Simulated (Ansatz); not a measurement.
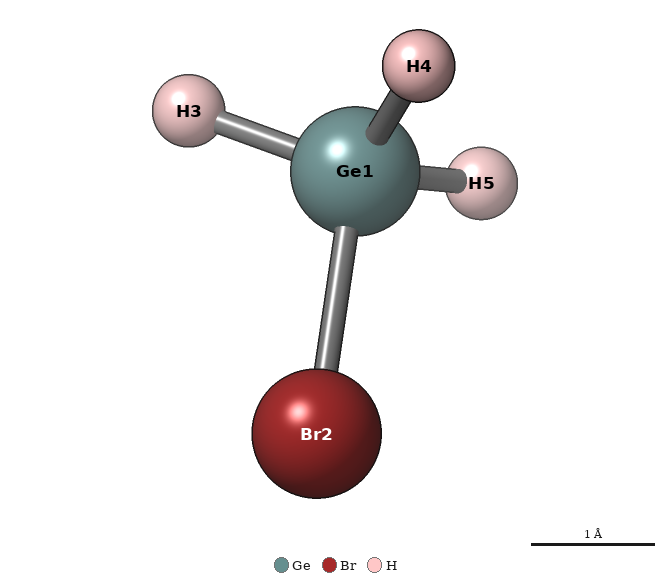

Orthographic view. Depth is shown by fading: the farther an atom, the more it takes the colour of the background. Computed geometry: PBE0-D4/def2-TZVP optimisation.

Write a Z-matrix (Å, degrees) in the order of the atom numbers, with these reference atoms: 2 to 1; 3 to 1, 2; 4 to 1, 3, 2; 5 to 1, 4, 3.

```
Ge 
Br   1   2.309
H    1   1.532   2   107.2
H    1   1.532   3   111.6   2  -117.1
H    1   1.532   4   111.7   3   125.8
```
